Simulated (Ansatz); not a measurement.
# CH$_{4}$O$_{2}$Si···CH$_{4}$: what the fields show

Input

```
crystal:
  periodic: [false, false, false]
  atoms:
    - { symbol: Si, position_ang: [-0.958134, -0.758557, -0.442269] }
    - { symbol: C, position_ang: [1.303418, 1.320721, 0.364804] }
    - { symbol: C, position_ang: [-0.944007, -1.124153, 1.210923] }
    - { symbol: H, position_ang: [0.675849, 0.592727, 0.873634] }
    - { symbol: O, position_ang: [-1.882233, 0.404804, -1.136634] }
    - { symbol: O, position_ang: [0.129242, -1.236372, -1.587334] }
    - { symbol: H, position_ang: [1.065133, 1.352008, -0.704372] }
    - { symbol: H, position_ang: [1.14093, 2.315668, 0.790896] }
    - { symbol: H, position_ang: [2.358831, 1.049984, 0.476355] }
    - { symbol: H, position_ang: [-1.735723, -0.756809, 1.859185] }
    - { symbol: H, position_ang: [-0.34711, -1.943901, 1.604006] }
    - { symbol: H, position_ang: [-1.584019, 0.675968, -2.016501] }
    - { symbol: H, position_ang: [0.777923, -1.892085, -1.292792] }
basis:
  gaussian: { orbitals: "6-31G*" }
hamiltonian:
  xc: r2scan
relax:
  f_tol: 0.03
  max_steps: 50
output:
  orbitals: {}
```

Command:

```sh
ansatz run input.yaml --threads 2 --pin off --max-ram 3072MiB --backend cpu --events-out ev --progress --plain --runs-dir out
```

The fields are those of the relaxed geometry.

Level of theory: Ansatz, RKS r2SCAN/6-31G*.

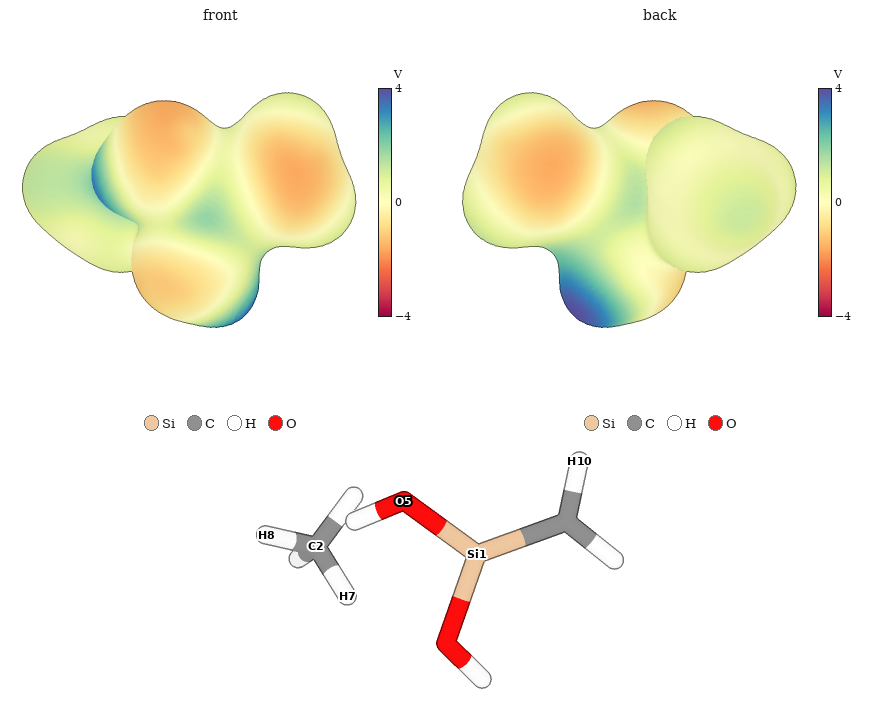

Figure 1. The molecular electrostatic potential painted on the density surface at 0.004 e/bohr³, seen from the front and from behind; red is negative and blue positive. The bare structure is drawn below in the same view.

Question: Which sites attract a positive test charge, and which a negative one?

Answer: A positive charge is drawn to the negative regions and a negative charge to the positive ones. The most negative region (about −1.6 V) lies over C3 and O5, the most positive (about +3.8 V) over H13.

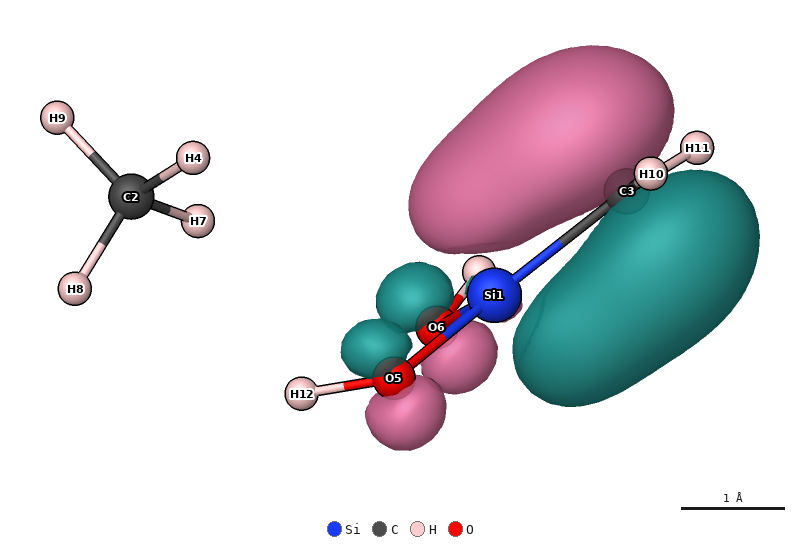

Figure 2. One frontier orbital at ±0.15 Å⁻³ᐟ² (teal and pink are the two phases), seen from one side.

Question: Which orbital is it: HOMO or LUMO?

Answer: The HOMO, at −4.73 eV. By Hirshfeld shares it lies mainly on C3 (about 55 %) and Si1 (about 30 %).

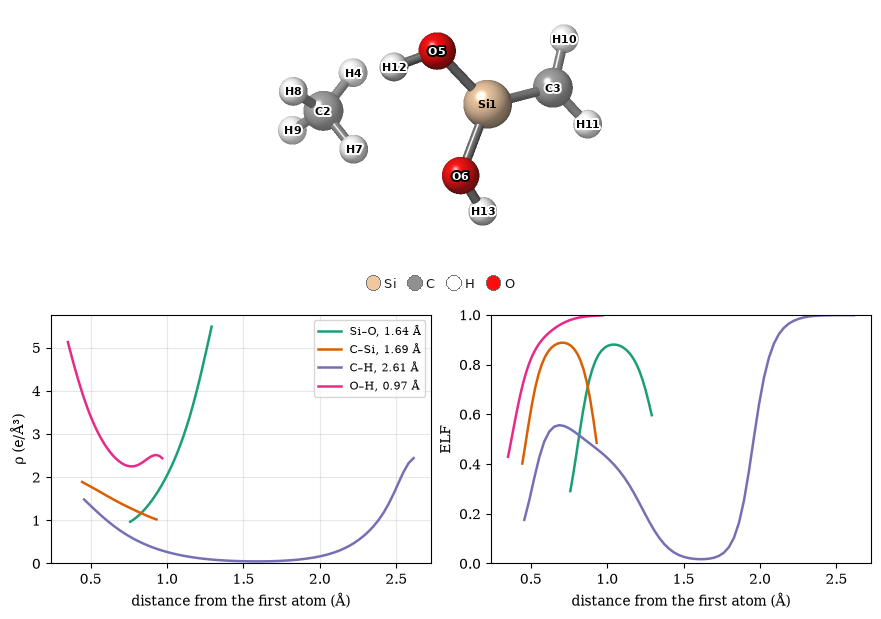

Figure 3. Electron density and ELF along straight lines between neighbouring atoms. The curves leave out the atomic cores. The structure is drawn too.

Question: What can be read from the curves?

Answer: Si–O (1.64 Å): the density is about 1.1 e/Å³ at the midpoint; the ELF peaks at about 0.90 between the atoms, as expected for a polar covalent bond.
C–Si (1.69 Å): ρ is about 1.1 e/Å³ halfway; the ELF peaks at about 0.90 between the atoms; a covalent bond.
C2···H12 (2.61 Å): the density falls to about 0.05 e/Å³ on the way; the ELF dips to about 0 between them: a non-bonded, intermolecular contact.
O–H (0.97 Å): ρ at the midpoint is about 3.6 e/Å³; the ELF climbs to about 1 towards the hydrogen, as it does in any bond to H; an ordinary covalent bond to hydrogen.
